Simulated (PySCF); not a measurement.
H₉N₃OSi₂

```csv
atom,x (Å),y (Å),z (Å)
N,2.2980,-0.8282,-0.2754
Si,0.9194,0.0189,0.3285
N,1.0614,1.6197,-0.2941
N,-0.4502,-0.9331,-0.1581
Si,-2.0903,-0.4046,-0.2351
O,-2.2788,0.8728,0.7505
H,3.1798,-0.3587,-0.1541
H,2.3978,-1.7902,0.0038
H,0.8252,0.1977,1.7869
H,0.2480,2.2059,-0.2021
H,1.4415,1.7239,-1.2217
H,-0.2439,-1.7924,-0.6368
H,-2.9172,-1.5434,0.1736
H,-2.4888,0.1739,-1.5153
H,-1.9061,0.8459,1.6273
```

Geometry: GFN2-xTB.

The calculation used PySCF 2.14.0, PBE0/pcSseg-1, SCF density, gas phase, non-relativistic.

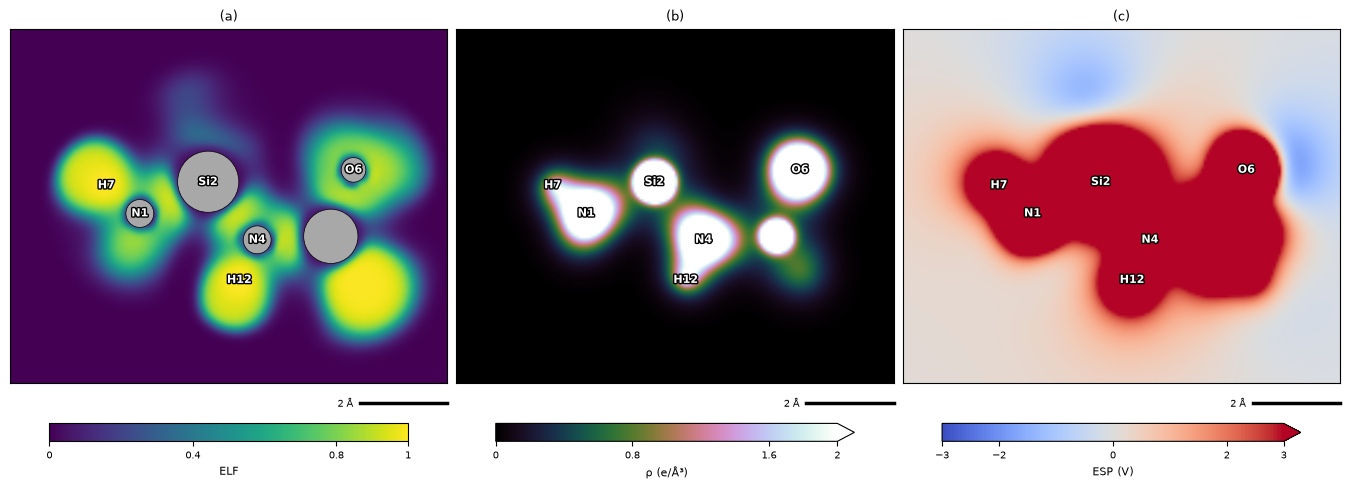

Figure 1. (a) ELF; (b) total electron density; (c) electrostatic potential on the plane of atoms Si2, N4 and H12. Grey discs cover the atomic cores in the ELF map.

Read the bonding off the picture.

Answer. The section cuts through N, Si, O and H sites. Si–N (1.73 Å): ρ at the midpoint is about 1.1 e/Å³; the ELF peaks at about 0.90 between the atoms, as expected for a shared but strongly polarised pair. N–H (1.00 Å): the density is about 2.8 e/Å³ at the midpoint; the ELF climbs to about 1 towards the hydrogen, as it does in any bond to H; an ordinary covalent bond to hydrogen. The ELF also peaks beside O6, away from the bonds: lone-pair regions. Outside the dense part of the molecule the potential is most negative (−1.7 V) near O6.

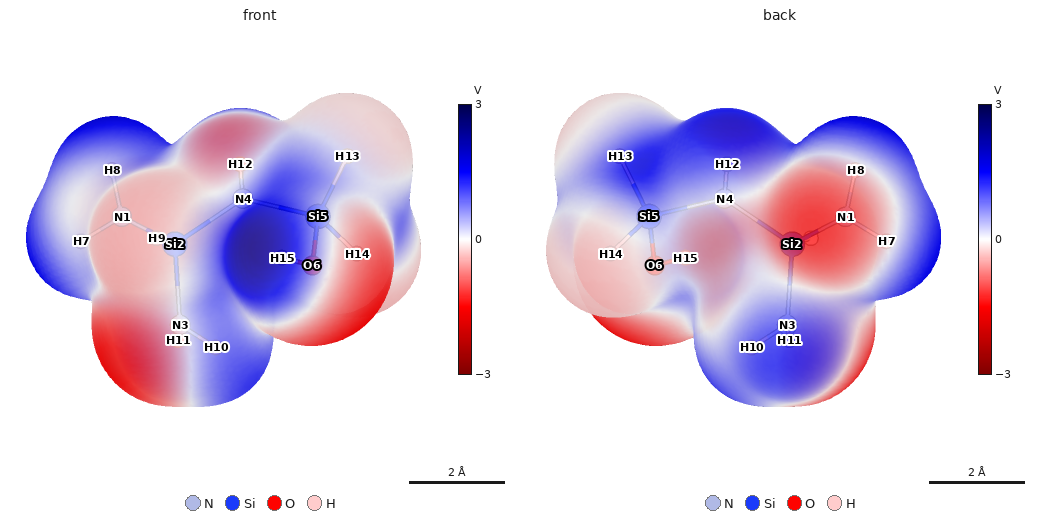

Figure 2. The molecular electrostatic potential painted on the density surface at 0.002 e/bohr³, seen from the front and from behind; the colour scale runs from red (negative) to blue (positive).

Describe the electrostatic potential map.

Answer. The most negative region (about −1.5 V) lies over N3, the most positive (about +2.3 V) over H15. N3 is the likeliest acceptor of a hydrogen bond.

What dipole moment does the calculation give?

Answer. Its dipole moment is 1.97 D.
